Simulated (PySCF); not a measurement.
# H$_{5}$Si$_{2}$, doublet, SMILES `[SiH2][SiH3]`: electronic structure

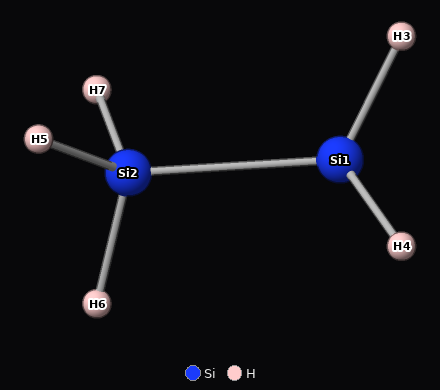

The molecule, with its atoms numbered as below. No frequency check shows the geometry to be a minimum.

Geometry (Å), atoms numbered from 1:

```
Si1     -1.1731    0.0002    0.0666
Si2      1.0958    0.0003   -0.0153
H3      -1.9390    1.1639   -0.3846
H4      -1.9382   -1.1671   -0.3782
H5       1.7639   -0.0078   -1.3276
H6       1.5979   -1.1852    0.6895
H7       1.5971    1.1903    0.6830
```

### 1. Local ionisation energy

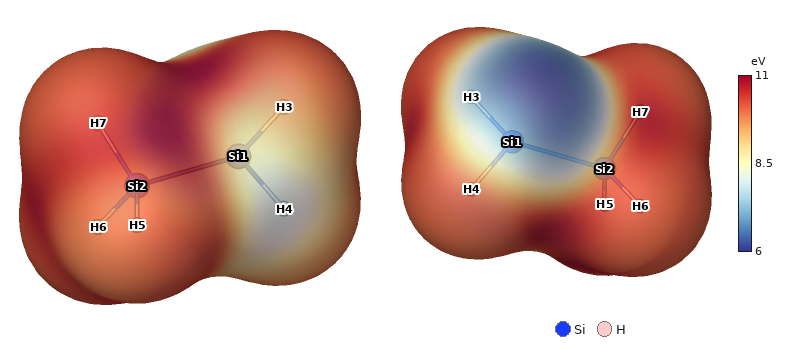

Average local ionisation energy on the surface of electron density 0.001 a.u. (back view left, front view right).

PySCF calculation, B3LYP/def2-SVPD, gas phase; geometry: GFN2-xTB. The stability of the open-shell solution wasn't checked. GFN2-xTB doesn't know the spin state, so this open-shell geometry is rough.

Question: Locate the minima of the map.

Answer: The lowest value is 6.3 eV, 2.5 Å from Si1. Further minima include 7.7 eV, about equally far (2.3 Å) from Si1, H3 and H4; 9.8 eV, 1.5 Å from H5. For comparison, the highest occupied orbital lies at −5.8 eV.

Question: What volume does the surface enclose, and what is the dipole moment?

Answer: About 104 Å³; the dipole moment is 0.1 D.

### 2. Spin density

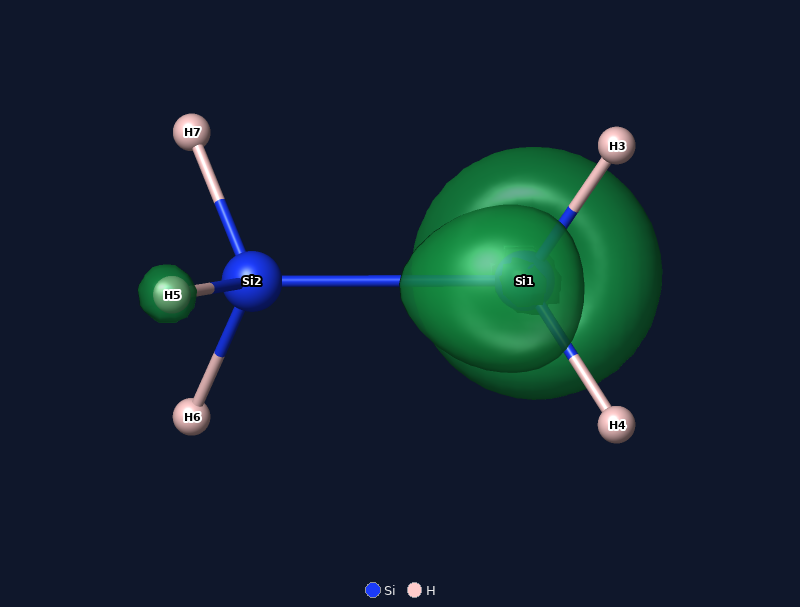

Spin density ρα − ρβ at ±0.05 e/Å³ (green: excess α, purple: excess β).

Question: How is the spin shared among the atoms?

Answer: Hirshfeld spin populations: Si1 +0.79 and Si2 +0.09. ⟨S²⟩ = 0.75, as for a pure state.

### 3. In an electric field

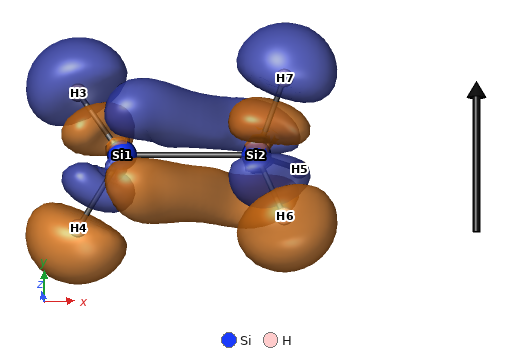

Change of the electron density in a uniform field of 0.41 V/Å along +y (arrow), surfaces at ±0.003 e/Å³ (orange: gain, blue: loss).

Computed with PySCF, PBE0/6-31G*, geometry: GFN2-xTB. A basis without diffuse functions makes polarisabilities too small. The stability of the open-shell solution wasn't checked. GFN2-xTB doesn't know the spin state, so this open-shell geometry is rough.

Question: What dipole is induced, and what polarisability does it imply?

Answer: The induced dipole is 0.86 D (along the field); α along this axis, from the fields in both directions, is 42 bohr³ (6.3 Å³).

Question: Which atoms gain and lose the most charge?

Answer: Electrons gather most on H4 (Hirshfeld charge changes by −0.017 e) and leave H7 most (+0.017 e); 0.087 electrons are displaced in all.

The PySCF runs shown took 7.6 s and 11 s on 1 thread of Intel(R) Xeon(R) Platinum 8488C (Sapphire Rapids) (shared host).
